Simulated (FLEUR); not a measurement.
# How far to go with the basis cutoff: Al2Cu (I4mm, 3 atoms in the cell)

```
CELL_PARAMETERS angstrom
     -2.02018     2.02018     2.83684
      2.02018    -2.02018     2.83684
      2.02018     2.02018    -2.83684
ATOMIC_POSITIONS crystal
  Al 0.75000 0.25000 0.50000
  Al 0.25000 0.75000 0.50000
  Cu 0.50881 0.50881 0.00000
```

Computed with LDA (Perdew-Zunger), all-electron FLAPW (FLEUR), scalar-relativistic valence run with FLEUR.

Base settings: Kmax = 3.9 1/bohr; GmaxXC = 15.6 1/bohr; xcFunctional = pz; jspins = 1; l_soc = F; mode = hist; fermiSmearingEnergy = 0.00367493 Htr; mesh (inpgen div1-3) = 4 4 4; inpgen gamma flag = true; Gmax = 15.6 1/bohr.

Moved along: Gmax, GmaxXC.

The second cell is the first with its lattice scaled by 0.98.

The mesh stays at the base's, so the ladder's end is converged at best in this setting alone.

Only quantities that move along the ladder and can be compared are tabulated.

These are the values that this program gave, and no reference: the default basis lacks the next d shell.

Core times come from one kind of shared machine, to one figure; runs under 30 s give none.

The starting cell comes from a database of computed structures (which also holds hypothetical and non-ambient phases and stackings), without a prior relaxation at this level. Its lattice was rescaled by up to half a per cent. One atom was moved a little off its site on purpose. Spin polarisation is off. Values depend on the basis (sphere radii, cutoffs, local orbitals), which need not be converged.

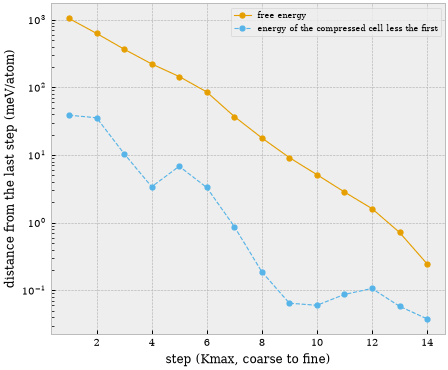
*Distance from the last step along the ladder; very small values are drawn at a floor.*

| Kmax | free energy less the last step's (meV/atom) | energy of the compressed cell less the first (meV/atom) | largest difference of a force vector from the last step's (eV/Å) | core time / last (rough) |
|---|---|---|---|---|
| 2.31 1/bohr | 1044.08 | 48.85 | 0.070 | – |
| 2.47 1/bohr | 628.66 | -25.43 | 0.078 | – |
| 2.62 1/bohr | 366.78 | -0.37 | 0.052 | – |
| 2.76 1/bohr | 222.24 | 13.49 | 0.036 | – |
| 2.89 1/bohr | 144.65 | 3.29 | 0.020 | – |
| 3.02 1/bohr | 85.57 | 13.40 | 0.011 | – |
| 3.26 1/bohr | 37.08 | 10.97 | 0.002 | – |
| 3.49 1/bohr | 17.90 | 9.91 | 0.001 | – |
| 3.7 1/bohr | 9.15 | 10.03 | 0.002 | – |
| 3.9 1/bohr | 5.12 | 10.16 | 0.001 | – |
| 4.09 1/bohr | 2.84 | 10.18 | 0.001 | 0.3 |
| 4.27 1/bohr | 1.61 | 10.20 | 0.001 | 0.4 |
| 4.53 1/bohr | 0.72 | 10.15 | 0.000 | 0.5 |
| 4.78 1/bohr | 0.25 | 10.13 | 0.000 | 0.7 |
| 5.16 1/bohr | 0.00 | 10.10 | 0.000 | 1 |

Coarsest Kmax that holds the energy of the compressed cell less the first within 1 meV/atom of the last step, with all finer ones: 3.26 1/bohr; the step before is off by 3.3 meV/atom.

Coarsest Kmax that holds the free energy within 0.5 meV/atom of the last step, with all finer ones: 4.78 1/bohr; the step before is off by 0.72 meV/atom.

Coarsest Kmax that holds the forces within 0.005 eV/Å of the last step, with all finer ones: 3.26 1/bohr; the step before is off by 0.011 eV/Å.

The energy difference between the two cells stays within 1 meV/atom of the last step's from 3.26 1/bohr on, the total only from 4.53 1/bohr on: much of the error is common to both cells and cancels.
